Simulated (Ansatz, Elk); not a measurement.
**Bonding as seen by X-rays: RbGeF3**

The structure of RbGeF3 used here is made up (a known structure type with other elements) and was relaxed beforehand with r2SCAN. The aim is the Fourier transform of its all-electron density, F(hkl), set beside the sum over free spherical atoms that refinements use.

Method: DFT, PBE, all-electron APW+lo, Dirac cores, scalar-relativistic bands, static density, no spin, in Elk 11.2.3 (patched build).

The structure was built from a prototype and need not be the compound's stable phase.

## Step 1: The starting structure

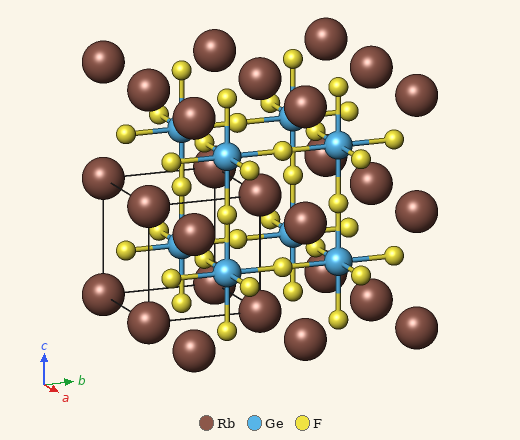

The starting structure, seen slightly off an axis (rubidium brown, germanium blue, fluorine yellow). 2×2×2 cells are drawn. Some periodic images of atoms are drawn too.

Coordinates:

```cif
data_structure
_symmetry_space_group_name_H-M 'P 1'
_symmetry_Int_Tables_number 1
_cell_length_a 4.4256
_cell_length_b 4.4256
_cell_length_c 4.4256
_cell_angle_alpha 90.000
_cell_angle_beta 90.000
_cell_angle_gamma 90.000
_cell_volume 86.68
loop_
_atom_site_label
_atom_site_type_symbol
_atom_site_fract_x
_atom_site_fract_y
_atom_site_fract_z
_atom_site_occupancy
Rb1 Rb 0.00000 0.00000 0.00000 1
Ge2 Ge 0.50000 0.50000 0.50000 1
F3 F 0.50000 0.50000 0.00000 1
F4 F 0.50000 0.00000 0.50000 1
F5 F 0.00000 0.50000 0.50000 1
```

## Step 2: Ground state and structure factors

An all-electron density is needed, since X-rays see the cores too. Task 0 finds the density and task 195 Fourier-transforms it; tshift is off so that phases refer to the origin typed.

File elk.in:

```
tasks
  0
  195

xctype
  20

spinpol
  .false.

rgkmax
  7.0

gmaxvr
  14.0

lmaxo
  7

lmaxapw
  8

swidth
  0.002

tshift
  .false.

ramdisk
  .false.

hmaxvr
  5.5

maxscl
  120

epspot
  1e-06

sppath
  './'

avec
  8.36321708132 0.00000000000 0.00000000000
  0.00000000000 8.36321708132 0.00000000000
  0.00000000000 0.00000000000 8.36321708132

atoms
  3
  'Rb.in'
  1
  -0.0000000000 0.0000000000 0.0000000000   0.000000 0.000000 0.000000
  'Ge.in'
  1
  0.5000000000 0.5000000000 0.5000000000   0.000000 0.000000 0.000000
  'F.in'
  3
  0.5000000000 0.5000000000 0.0000000000   0.000000 0.000000 0.000000
  0.5000000000 -0.0000000000 0.5000000000   0.000000 0.000000 0.000000
  0.0000000000 0.5000000000 0.5000000000   0.000000 0.000000 0.000000

ngridk
  5 5 5
```

On the command line:

```console
$ OMP_NUM_THREADS=4 elk
```

Numbers of over 12 decimals in the logs are rounded to 6 here.

The program printed:

```text
┌─────────────────────────┐
│ Elk code version 11.2.3 │
└─────────────────────────┘

All units are atomic (Hartree, Bohr, etc.)

┌─────────────────────────────────────────────────┐
│ Ground-state run starting from atomic densities │
└─────────────────────────────────────────────────┘

Lattice vectors :
   8.363217081       0.000000000       0.000000000
   0.000000000       8.363217081       0.000000000
   0.000000000       0.000000000       8.363217081

Reciprocal lattice vectors :
  0.7512880804       0.000000000       0.000000000
   0.000000000      0.7512880804       0.000000000
   0.000000000       0.000000000      0.7512880804

Unit cell volume      :    584.9518372
Brillouin zone volume :   0.4240523709

Muffin-tin inner radius fraction :   0.1000000000E-01

Nuclei treated as point charges

Species : 1 (Rb)
 parameters loaded from : Rb.in
 name : rubidium
 nuclear charge    :   -37.00000000
 electronic charge :    37.00000000
 atomic mass :    155798.2686
 muffin-tin radius :    2.600000000
 number of radial points in muffin-tin :   1193
 inner part over the whole radius :   0.9947532429E-02
 number on inner part of muffin-tin    :    847
 approximate nuclear radius :   0.7999050501E-04
 number of mesh points to nuclear radius :    413
 atomic positions (lattice), magnetic fields (Cartesian) :
  1 :   0.00000000  0.00000000  0.00000000    0.00000000  0.00000000  0.00000000

Species : 2 (Ge)
 parameters loaded from : Ge.in
 name : germanium
 nuclear charge    :   -32.00000000
 electronic charge :    32.00000000
 atomic mass :    132414.6196
 muffin-tin radius :    2.253604659
 number of radial points in muffin-tin :    993
 inner part over the whole radius :   0.9933106799E-02
 number on inner part of muffin-tin    :    701
 approximate nuclear radius :   0.7637961215E-04
 number of mesh points to nuclear radius :    341
 atomic positions (lattice), magnetic fields (Cartesian) :
  1 :   0.50000000  0.50000000  0.50000000    0.00000000  0.00000000  0.00000000

Species : 3 (F)
 parameters loaded from : F.in
 name : fluorine
 nuclear charge    :   -9.000000000
 electronic charge :    9.000000000
 atomic mass :    34631.97045
 muffin-tin radius :    1.878003882
 number of radial points in muffin-tin :    593
 inner part over the whole radius :   0.9893189069E-02
 number on inner part of muffin-tin    :    409
 approximate nuclear radius :   0.5278478738E-04
 number of mesh points to nuclear radius :    175
 atomic positions (lattice), magnetic fields (Cartesian) :
  1 :   0.50000000  0.50000000  0.00000000    0.00000000  0.00000000  0.00000000
  2 :   0.50000000  0.00000000  0.50000000    0.00000000  0.00000000  0.00000000
  3 :   0.00000000  0.50000000  0.50000000    0.00000000  0.00000000  0.00000000

Total number of atoms per unit cell :    5
Total muffin-tin volume :    204.7985242
 ratio of muffin-tin to unit cell volume :   0.3501117718

Spin treatment :
 spin-unpolarised

Number of Bravais lattice symmetries :   48
Number of crystal symmetries         :   48
Crystal has inversion symmetry
Real symmetric eigensolver will be used

k-point grid :      5     5     5
k-point offset :    0.000000000       0.000000000       0.000000000
k-point set is reduced with full crystal symmetry group
Total number of k-points :       10

Muffin-tin radius times maximum |G+k| :    7.000000000
 using average radius
Maximum |G+k| for APW functions       :    3.337269307
Maximum (1/2)|G+k|²                   :    5.568683214
Maximum |G| for potential and density :    14.00000000
Constant for pseudocharge density :    9
 order of it for each species :   16  16  16
 order of it for pair densities of each species (exact exchange by exxq0 0: 17) :   15  11   7
Radial integration step length :    1

G-vector grid sizes :     40    40    40
Number of G-vectors :    27201

Maximum angular momentum used for
 APW functions            :    8
 outer part of muffin-tin :    7
 inner part of muffin-tin :    2

Total nuclear charge    :   -96.00000000
[...]
exchange                    :     -208.14403785326
 correlation                 :     -4.308882
 electron entropic           :    -0.43957773543280E-11
 total energy                :     -5381.2492431315

Density of states at Fermi energy :   0.5002069179E-07
 (states/Hartree/unit cell)

Estimated indirect band gap :   0.1314075539
 from k-point 10 to k-point 10
Estimated direct band gap   :   0.1314075539
 at k-point 10

Charges :
 core                        :    52.00000000
 valence                     :    44.00000000
 interstitial                :    3.947867151
 muffin-tins (core leakage)
  species : 1 (Rb)
   atom 1                    :    35.30661393     (  0.9290988846E-04)
  species : 2 (Ge)
[...]
species : 3 (F)
[...]
total in muffin-tins        :    92.05213285
 total calculated charge     :    95.99816611
 total charge                :    96.00000000
 error                       :   0.1833888015E-02

RMS change in Kohn-Sham potential (target) :   0.8690937591     (  0.1000000000E-05)
Absolute change in total energy (target)   :   0.3449349283     (  0.1000000000E-03)

[... loops 3 to 14 left out ...]

┌──────────────────┐
│ Loop number : 15 │
└──────────────────┘

Energies :
 Fermi                       :     0.147501
 sum of occupied eigenvalues :     -3109.5767934777
 electron kinetic            :      5509.3247025554
 core electron kinetic       :      5238.0779234141
 Coulomb                     :     -10677.902962771
 Coulomb potential           :     -8343.6152720973
 nuclear-nuclear             :     -657.09492704484
 electron-nuclear            :     -11711.217857476
 Hartree                     :      1690.4098217501
 Madelung                    :     -6506.0953267224
 xc potential                :     -275.28622393577
 exchange                    :     -207.53826454500
 correlation                 :     -4.307974
 electron entropic           :    -0.43958433429333E-11
 total energy                :     -5380.4244983345

Density of states at Fermi energy :   0.5002116972E-07
 (states/Hartree/unit cell)

Estimated indirect band gap :   0.1080346438
 from k-point 10 to k-point 10
Estimated direct band gap   :   0.1080346438
 at k-point 10

Charges :
 core                        :    52.00000000
 valence                     :    44.00000000
 interstitial                :    4.314819165
 muffin-tins (core leakage)
  species : 1 (Rb)
[...]
species : 2 (Ge)
[...]
species : 3 (F)
[...]
total in muffin-tins        :    91.68518083
 total calculated charge     :    95.99817766
 total charge                :    96.00000000
 error                       :   0.1822337538E-02

RMS change in Kohn-Sham potential (target) :   0.1047200251E-06 (  0.1000000000E-05)
Absolute change in total energy (target)   :   0.9897411474E-04 (  0.1000000000E-03)

Convergence targets achieved

┌──────────────────┐
│ Loop number : 16 │
└──────────────────┘

Energies :
 Fermi                       :     0.147501
 sum of occupied eigenvalues :     -3109.5767891012
 electron kinetic            :      5509.3247059755
 core electron kinetic       :      5238.0779250871
 Coulomb                     :     -10677.902961545
 Coulomb potential           :     -8343.6152698082
 nuclear-nuclear             :     -657.09492704484
 electron-nuclear            :     -11711.217857008
 Hartree                     :      1690.4098225077
 Madelung                    :     -6506.0953266407
 xc potential                :     -275.28622526848
 exchange                    :     -207.53826456655
 correlation                 :     -4.307974
 electron entropic           :    -0.43958421503785E-11
 total energy                :     -5380.4244937110

Density of states at Fermi energy :   0.5002116972E-07
 (states/Hartree/unit cell)

Estimated indirect band gap :   0.1080346592
 from k-point 10 to k-point 10
Estimated direct band gap   :   0.1080346592
 at k-point 10

Charges :
 core                        :    52.00000000
 valence                     :    44.00000000
 interstitial                :    4.314819004
 muffin-tins (core leakage)
  species : 1 (Rb)
[...]
species : 2 (Ge)
[...]
species : 3 (F)
   atom 1                    :    8.795947634     ( -0.2903252039E-06)
   atom 2                    :    8.795947634     ( -0.2903252039E-06)
   atom 3                    :    8.795947634     ( -0.2903252039E-06)
 total in muffin-tins        :    91.68518100
 total calculated charge     :    95.99817766
 total charge                :    96.00000000
 error                       :   0.1822337543E-02

┌──────────────────────────────┐
│ Self-consistent loop stopped │
└──────────────────────────────┘

Warning : core states of species 2 leak from the muffin-tin :   0.7484747070E-03

Wrote STATE.OUT
```

Wall time 17 s (4 threads of Intel Xeon Platinum 8375C at 2.90GHz (Ice Lake), shared host); peak memory 0.18 GiB; 33 s of CPU time.

SFACRHO.OUT:

```text

h k l indices transformed by vhmat matrix:
   1.000000000       0.000000000       0.000000000    
   0.000000000       1.000000000       0.000000000    
   0.000000000       0.000000000       1.000000000    

      h      k      l  multipl.   |H|            Re(F)            Im(F)           |F|

      0      0      0      1   0.0000000       96.000004      0.47038510E-16   96.000004    
      0      1      0      6  0.75128808      -3.8512081      0.46042308E-14   3.8512081    
      0     -1      1     12   1.0624818       50.686411     -0.34397993E-14   50.686411    
      1     -1     -1      8   1.3012691       24.739465     -0.21986003E-14   24.739465    
     -2      0      0      6   1.5025762       72.015601      0.90430404E-14   72.015601    
     -1      0     -2     24   1.6799312      -2.5653221     -0.10127739E-13   2.5653221    
     -2      1      1     24   1.8402724       43.512198     -0.50722987E-14   43.512198    
     -2      2      0     12   2.1249636       60.251255      0.52430256E-14   60.251255    
     -2     -1      2     24   2.2538642      -1.5749638     -0.45928592E-14   1.5749638    
      3      0      0      6   2.2538642      -1.5625964      0.11002081E-13   1.5625964    
     -3      0     -1     24   2.3757815       39.210600      0.10124382E-13   39.210600    
     -3     -1      1     24   2.4917407       15.019276     -0.46095025E-14   15.019276    
      2      2      2      8   2.6025383       52.933352     -0.19961392E-13   52.933352    
      0     -2     -3     24   2.7088077     -0.70800581     -0.14587972E-13  0.70800581    
     -2      3      1     48   2.8110626       36.076843     -0.62973149E-14   36.076843    
      0      0      4      6   3.0051523       47.787510     -0.10976123E-13   47.787510    
      0      4     -1     24   3.0976401     -0.93886696E-01  0.55071905E-14  0.93886696E-01
      3      2      2     24   3.0976401     -0.32539616E-01  0.16984790E-13  0.32539616E-01
```

Elk indexes on the primitive cell of elk.in and gives |H| = 4π sin θ/λ in inverse bohr. Below, one row stands for each form hkl of the conventional cell (m members, Friedel mates merged), F is for one primitive cell and the density is static (no thermal factor). Free-atom factors are Waasmaier and Kirfel's, and R is Σm||F|−|F'||/Σm|F|.

| hkl | m | sin θ/λ (Å⁻¹) | abs F, DFT | neutral atoms | diff. |
| --- | --- | --- | --- | --- | --- |
| 100 | 6 | 0.113 | 3.851 | 3.803 | +0.049 |
| 110 | 12 | 0.160 | 50.686 | 50.932 | -0.246 |
| 111 | 8 | 0.196 | 24.739 | 24.199 | +0.540 |
| 200 | 6 | 0.226 | 72.016 | 71.597 | +0.418 |
| 210 | 24 | 0.253 | 2.565 | 2.486 | +0.079 |
| 211 | 24 | 0.277 | 43.512 | 43.548 | -0.036 |
| 220 | 12 | 0.320 | 60.251 | 60.280 | -0.028 |
| 221 | 24 | 0.339 | 1.575 | 1.613 | -0.038 |
| 300 | 6 | 0.339 | 1.563 | 1.613 | -0.050 |
| 310 | 24 | 0.357 | 39.211 | 39.276 | -0.066 |
| 311 | 24 | 0.375 | 15.019 | 15.009 | +0.010 |
| 222 | 8 | 0.391 | 52.933 | 53.033 | -0.100 |
| 320 | 24 | 0.407 | 0.708 | 0.768 | -0.060 |
| 321 | 48 | 0.423 | 36.077 | 36.153 | -0.076 |

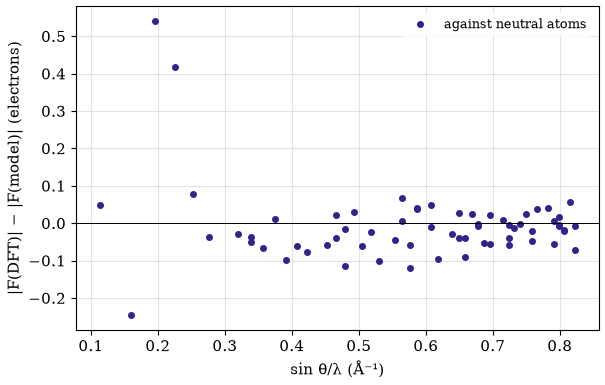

Difference between the calculated structure factors and the independent-atom ones.

## Step 3: The highest occupied states alone

An energy window below the Fermi level keeps the highest occupied states, to see at which angles they scatter; shallow core shells can lie inside it and anion s states outside. No new self-consistency is needed.

Edit elk.in of step 2 so:

```diff
@@ -1,3 +1,2 @@
 tasks
-  0
   195
@@ -40,2 +39,5 @@
 
+wsfac
+  -0.219990 0.447500
+
 sppath
```

On the command line:

```console
$ OMP_NUM_THREADS=4 elk
```

The program printed:

```text
┌─────────────────────────────────┐
│ Elk code version 11.2.3 started │
└─────────────────────────────────┘

Info(readinput): the functional depends on the density's gradient
 muffin-tin radial points multiplied by    2.00000
 (not where nrmtscf is given)

┌────────────────────┐
│ Current task : 195 │
└────────────────────┘
Info(checkmt): changed muffin-tin radius of species 2 (Ge) from   2.4000 to   2.2536
Info(checkmt): changed muffin-tin radius of species 3 (F) from   2.0000 to   1.8780

Info(sfacrho): density structure factors written to SFACRHO.OUT

 Energy window :  -0.2199900000      0.4475000000

┌──────────────────┐
│ Elk code stopped │
└──────────────────┘
```

Run time: 6.8 s. Hardware: 4 threads; peak memory 0.16 GiB.

States within 10 eV below the Fermi level hold 19.30 electrons; any levels below the window count with the cores, and a count that is not whole means the window cuts a band. Their amplitudes can exceed the total, where window and core parts have opposite phase:

| hkl | sin θ/λ (Å⁻¹) | abs F, window | abs F, all |
| --- | --- | --- | --- |
| 100 | 0.113 | 5.968 | 3.851 |
| 110 | 0.160 | 3.123 | 50.686 |
| 111 | 0.196 | 10.175 | 24.739 |
| 200 | 0.226 | 9.684 | 72.016 |
| 210 | 0.253 | 2.868 | 2.565 |
| 211 | 0.277 | 2.318 | 43.512 |
| 220 | 0.320 | 5.977 | 60.251 |
| 221 | 0.339 | 1.785 | 1.575 |
| 300 | 0.339 | 1.622 | 1.563 |
| 310 | 0.357 | 1.774 | 39.211 |

(Continued in part 2 of 2.)

[Logs are printed without paths, hosts, clocks, repeated set-up lines and the standing remarks that a program may print on its own settings, such as how far it seeks lower states.]

[Hosts, paths, dates, database ids (printed as entryN), source tags and the programs' standing remarks are cut or masked in the printed files.]
